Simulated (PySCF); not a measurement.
H6AlBO6Si, SMILES OB(O)O[SiH2][O][Al]([OH])[OH], singlet, GFN2-xTB optimised geometry. Atoms within 1.6 Å of the plane z = 0.0 Å (x, y, z in Å): B1 (-2.23, 0.00, 0.00), O2 (-2.96, 1.14, 0.00), O3 (-2.90, -1.17, 0.00), O4 (-0.87, 0.00, 0.00), Si5 (0.46, 0.91, 0.07), O6 (1.72, -0.08, -0.10), Al7 (2.96, -1.21, -0.10), O8 (3.67, -1.71, -1.52), O9 (3.43, -1.81, 1.36), H10 (-2.45, 1.95, 0.00), H11 (-2.33, -1.95, 0.00), H12 (0.52, 1.57, 1.37), H13 (0.48, 1.81, -1.09).

Level of theory: PBE0/def2-TZVP (PySCF). Cells within 0.4 Å of a nucleus heavier than hydrogen are left out (blank, or x).

Map of the deformation density (molecule minus spherical neutral atoms) (e/bohr³) on the plane z = 0.0 Å:

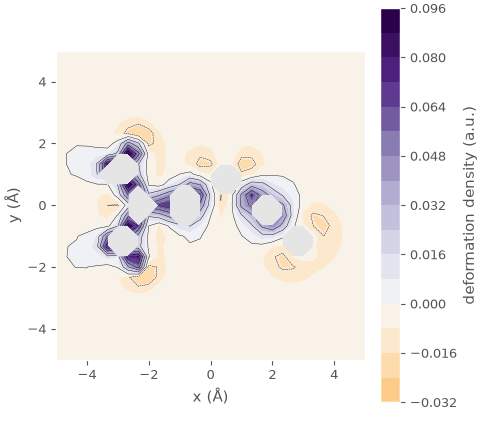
*Deformation density (molecule minus spherical neutral atoms) (e/bohr³) on the plane z = 0.0 Å.*
